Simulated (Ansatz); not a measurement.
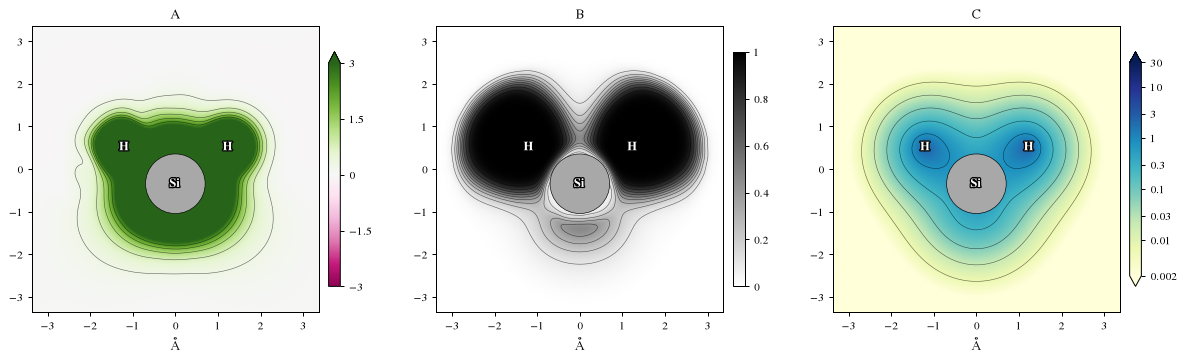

SiH4: 3 fields on the plane of atoms H2, Si1 and H5, with unlabelled colour scales. Grey discs cover the atomic cores.

Theory: Ansatz, RKS B3LYP-D4/def2-SVP.

Q: The panels show electron density, electron localisation function and electrostatic potential in some order. Assign them.

A: Panel A: electrostatic potential (strongly positive close to the atoms and fading to about zero outside). Panel B: electron localisation function. Panel C: electron density. From the grid: Si–H (1.49 Å): ρ is about 0.75 e/Å³ halfway; the ELF climbs to about 1 towards the hydrogen, as it does in any bond to H.
